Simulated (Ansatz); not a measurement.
**UPBE-QIDH/cc-pVTZ run of CaBr (SMILES [Ca][Br])**

What is the electronic atomisation energy of CaBr at UPBE-QIDH/cc-pVTZ? 

The results are computed with Ansatz 0.2.0.

38 further runs of the same task are left out: 3 that didn't finish, 35 set aside as unsound or not needed.

### 1 The system as given

CaBr: 2 atoms, total charge 0, spin state doublet. SMILES: `[Ca][Br]`. Geometry: relaxed at PBE0-D4/def2-TZVP.

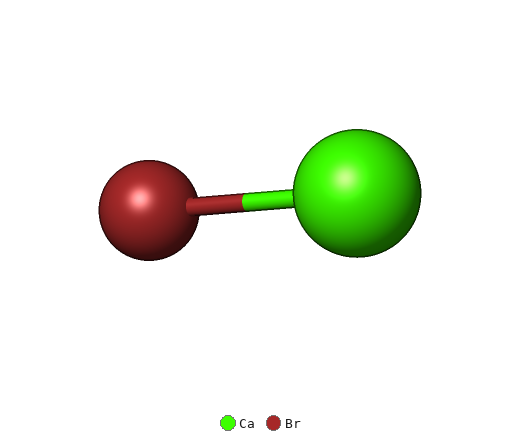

Viewed from a chosen angle; calcium green, bromine red.

### 2 A single-point energy at UPBE-QIDH/cc-pVTZ

File molecule.yaml:

```yaml
crystal:
  periodic: [false, false, false]
  atoms:
    - symbol: Ca
      position_ang: [0.000000, -0.000000, 0.018570]
    - symbol: Br
      position_ang: [-0.000000, 0.000000, 2.614140]
basis:
  gaussian:
    orbitals: cc-pVTZ
magnetization:
  spin_polarized: true
  initial_magnetization: 1
hamiltonian:
  xc: {name: PBE-QIDH}
correlation:
  frozen_orbitals: {Br: 9, Ca: 5}
accuracy: high
output: {orbitals: {seedname: orbitals}}
```

On the command line:

```sh
$ ansatz run molecule.yaml --threads 1 --pin off --max-ram 3480MiB --events-out events.jsonl --progress --plain --runs-dir runs
```

Standard output:

```text
Warning: RAYON_NUM_THREADS=1 ignored (pool sized by the plan → 1); use --threads N
Functional definition: PBE-QIDH
  name "PBE-QIDH"
  parameter a = 3^(-1/3)
  parameter c = 1/3
  exchange = (1 - a)*pbe_x + a*exact_x
  correlation = (1 - c)*pbe_c + c*(mp2_os + mp2_ss)
1096 factors; integrals over basis functions are off by at most 4.3e-9 eV
mean field evaluation 1: about -88457.8607 eV, gradient 9.9e0 eV
mean field evaluation 2: about -88457.9821 eV, gradient 1.0e1 eV
mean field evaluation 4: about -88459.0161 eV, gradient 9.9e-1 eV
mean field evaluation 8: about -88459.0491 eV, gradient 1.5e-1 eV
mean field evaluation 16: about -88459.0527 eV, gradient 8.2e-3 eV
mean field evaluation 32: about -88459.0527 eV, gradient 1.0e-7 eV
mean field -88459.05267396 eV, -3250.8102260688 hartree, gradient 4.8e-8 eV, S^2 0.750336; 0 other end points of the search recorded, 0 dependent functions left out
14 core orbitals not correlated: weight in the atoms' cores, before any rotation towards them, 1.000 or more for the frozen orbitals, at most 0.000 for the correlated occupied ones
reference -88459.05267507 eV, -3250.8102261093 hartree; 14, 13 occupied and 58, 59 virtual orbitals, 1096 factors
second order -12.14117373 eV of doubles, -0.00000000 eV of singles
Total energy: -88463.09973298 eV, -3250.9589527444 hartree
```

It took 29 s on 1 thread of Arm Neoverse V1, shared host; peak memory 0.37 GiB.

### 3 The Br atom, same level

File run.yaml:

```yaml
crystal:
  periodic: [false, false, false]
  atoms:
    - {symbol: Br, position_ang: [0.000000, 0.000000, 0.000000]}
basis:
  gaussian:
    orbitals: cc-pVTZ
magnetization:
  spin_polarized: true
  initial_magnetization: 1
hamiltonian:
  xc: {name: PBE-QIDH}
correlation:
  frozen_orbitals: {Br: 9}
accuracy: high
```

On the command line:

```sh
$ ansatz run run.yaml --threads 1 --pin off --max-ram 3480MiB --events-out events.jsonl --progress --plain --runs-dir runs
```

Standard output:

```text
Warning: RAYON_NUM_THREADS=1 ignored (pool sized by the plan → 1); use --threads N
[... 6 set-up lines as earlier in the session ...]
434 factors; integrals over basis functions are off by at most 3.5e-9 eV
mean field evaluation 1: about -70027.2515 eV, gradient 4.4e0 eV
mean field evaluation 2: about -70027.2556 eV, gradient 4.4e0 eV
mean field evaluation 4: about -70027.3858 eV, gradient 4.0e-1 eV
mean field evaluation 8: about -70027.3882 eV, gradient 4.6e-3 eV
mean field evaluation 16: about -70027.3882 eV, gradient 3.4e-7 eV
mean field -70027.38815716 eV, -2573.4590485070 hartree, gradient 6.0e-8 eV, S^2 0.755848; 0 other end points of the search recorded, 0 dependent functions left out
9 core orbitals not correlated: weight in the atoms' cores, before any rotation towards them, 1.000 or more for the frozen orbitals, at most 0.000 for the correlated occupied ones
reference -70027.38815767 eV, -2573.4590485257 hartree; 9, 8 occupied and 25, 26 virtual orbitals, 434 factors
second order -5.91058342 eV of doubles, -0.00000000 eV of singles
Total energy: -70029.35835214 eV, -2573.5314518371 hartree
```

Run time: 2.9 s. Hardware: 1 thread of Arm Neoverse V1, shared host; peak memory 0.12 GiB.

### 4 The Ca atom at the same level

File input.yaml:

```yaml
crystal:
  periodic: [false, false, false]
  atoms:
    - {symbol: Ca, position_ang: [0.000000, 0.000000, 0.000000]}
basis:
  gaussian: {orbitals: cc-pVTZ}
hamiltonian: {xc: {name: PBE-QIDH}}
accuracy: high
correlation: {frozen_orbitals: {Ca: 5}}
```

On the command line:

```sh
$ ansatz run input.yaml --threads 1 --pin off --max-ram 3480MiB --events-out events.jsonl --progress --plain --runs-dir runs
```

Standard output:

```text
Warning: RAYON_NUM_THREADS=1 ignored (pool sized by the plan → 1); use --threads N
[... 6 set-up lines as earlier in the session ...]
428 factors; integrals over basis functions are off by at most 3.2e-9 eV
mean field evaluation 1: about -18427.9426 eV, gradient 3.3e-1 eV
mean field evaluation 2: about -18427.9432 eV, gradient 3.3e-1 eV
mean field evaluation 4: about -18427.9438 eV, gradient 2.0e-2 eV
mean field evaluation 8: about -18427.9438 eV, gradient 1.3e-5 eV
mean field -18427.94383530 eV, -677.2144450384 hartree, gradient 9.3e-8 eV, S^2 0.000000; 0 other end points of the search recorded, 0 dependent functions left out
5 core orbitals not correlated: weight in the atoms' cores, before any rotation towards them, 1.000 or more for the frozen orbitals, at most 0.000 for the correlated occupied ones
reference -18427.94383600 eV, -677.2144450641 hartree; 5, 5 occupied and 33, 33 virtual orbitals, 428 factors
second order -5.74705330 eV of doubles, -0.00000000 eV of singles
Total energy: -18429.85952044 eV, -677.2848451686 hartree
```

Wall time 1.9 s (1 thread of Arm Neoverse V1, shared host); peak memory 0.11 GiB.

### 5 Outcome

Level: UPBE-QIDH/cc-pVTZ, 14 core orbitals frozen.

| quantity | value |
| --- | --- |
| molecule: total energy | -3250.95895 Eh |
| molecule: HOMO energy (SCF part's orbitals) (highest over α and β) | -5.50 eV |
| molecule: LUMO energy (SCF part's orbitals) (lowest over α and β) | -0.99 eV |
| molecule: ⟨S²⟩ | 0.750 |
| Br atom: total energy | -2573.53145 Eh |
| Br atom: ⟨S²⟩ | 0.756 |
| Ca atom: total energy | -677.28485 Eh |
| electronic atomisation energy | 3.882 eV |

What this shows: Taking the molecule apart into free atoms costs 3.88 eV (90 kcal/mol), before zero-point energy and without spin-orbit coupling.
